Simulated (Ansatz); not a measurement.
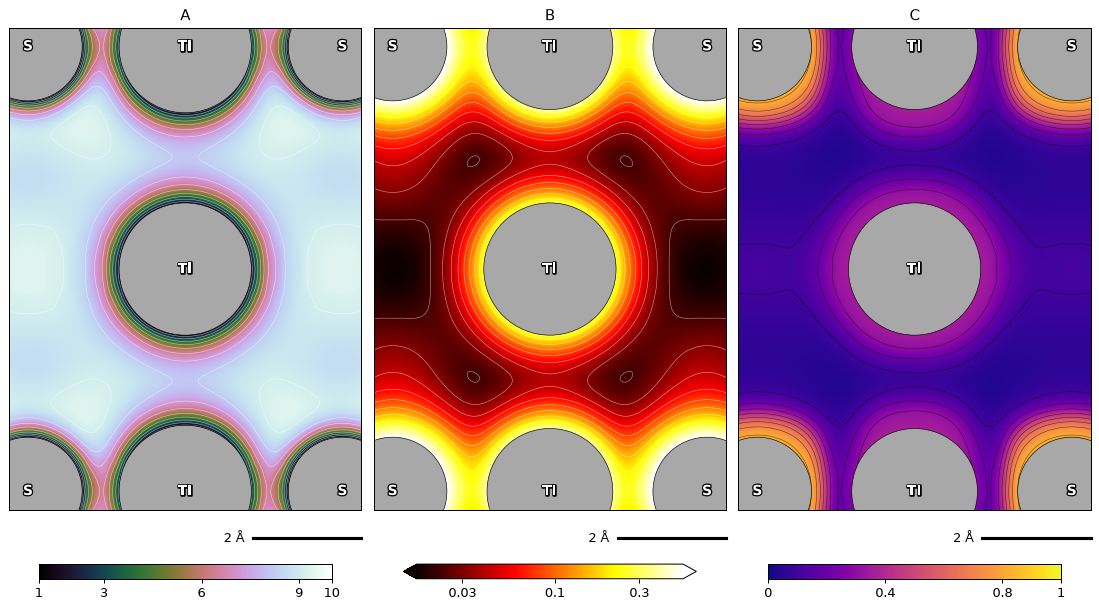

Tl4S: 3 fields on the (011) plane of the conventional cell, with unlabelled colour scales. Grey discs cover the atomic cores.

Space group Pm-3m; a structure generated by program, which may or may not match a known phase.

The calculation used DFT PBE, scalar-relativistic, plane waves, PAW in Ansatz 0.2.0.

```yaml
crystal:
  lattice:
    - [5.78876, 0.00000, 0.00000]
    - [0.00000, 5.78876, 0.00000]
    - [0.00000, 0.00000, 5.78876]
  atoms:
    - { symbol: Tl, position: [0.50000, 0.50000, 0.50000] }
    - { symbol: Tl, position: [0.50000, 0.00000, 0.00000] }
    - { symbol: Tl, position: [0.00000, 0.50000, 0.00000] }
    - { symbol: Tl, position: [0.00000, 0.00000, 0.50000] }
    - { symbol: S, position: [0.00000, 0.00000, 0.00000] }
```

**Match the panels to the quantities (electron localisation function, electrostatic potential energy of an electron and valence pseudo-density).**

Panel A: electrostatic potential energy of an electron (low next to the atoms, rising into the space between them). Panel B: valence pseudo-density. Panel C: electron localisation function. From the grid: Tl–S (2.89 Å): ρ at the midpoint is about 0.24 e/Å³; the ELF peaks at about 0.85 in the valence shell of S, 0.8 Å from its nucleus, and drops to about 0.20 between the two atoms.
